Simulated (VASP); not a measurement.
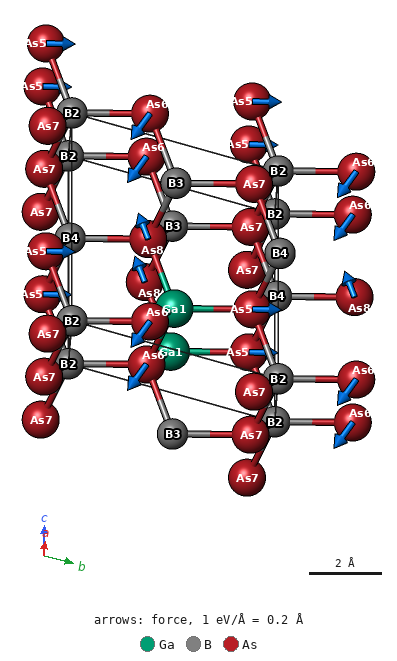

Starting geometry of solid GaB3As4 (a generated structure, set up in Cm) with the computed forces as blue arrows. The picture is a ball-and-stick view of the cell of the calculation, seen from a free direction.

The run lets cell and atoms move.

The calculation used Kohn-Sham DFT of a periodic cell, LDA, VASP PAW LDA potentials, recommended in VASP.

The input:
```
ALGO = Fast ; EDIFF = 1E-6
EDIFFG = -0.005 ; ENCUT = 300
IBRION = 2 ; ISIF = 3
ISMEAR = 0 ; KPAR = 2
LASPH = T ; LCHARG = F
LREAL = F ; LWAVE = F
NELM = 60 ; NSW = 60
PREC = Accurate ; SIGMA = 0.02
```

Command:
```bash
cat potpaw_LDA.64/Ga_d/POTCAR potpaw_LDA.64/B/POTCAR potpaw_LDA.64/As/POTCAR > POTCAR
mpirun -np 2 vasp_std > vasp.out
```

Is this structure relaxed? If not, where do the atoms go?

It isn't relaxed: the largest force vector, on As6, is 4.80 eV/Å. The atoms end up moving mostly along the starting forces (cosine between the two patterns 0.94). The atom that moves furthest relative to the cell is As6 (0.24 Å along [−1 −2 −3]). By element the largest moves are As 0.24 Å, B 0.09 Å, Ga 0.02 Å. The drawn cell changes as follows: a 3.550 → 3.504 Å (−1.3 %), b 6.149 → 6.063 Å (−1.4 %), c 6.149 → 6.083 Å (−1.1 %), α 99.6° → 99.3°; the volume changes by −3.6 %. Near-neighbour distances that change, for instance: As6–As8 3.550 → 3.208 Å, Ga1–As5 2.174 → 2.356 Å, B3–As6 2.174 → 2.016 Å, Ga1–As8 2.174 → 2.319 Å. Bond angles that change, for instance: As6–Ga1–As6 109.5° → 98.9°, Ga1–As6–Ga1 109.5° → 98.9°, B2–As6–B3 109.5° → 118.2°. The space group stays Cm (No. 8). After 22 geometry steps the energy has fallen by 176 meV per atom. Largest force component: 4.8 eV/Å at the start, 0.0025 eV/Å at the end. Pressure: −0.53 GPa at the start and 0.01 GPa at the end.
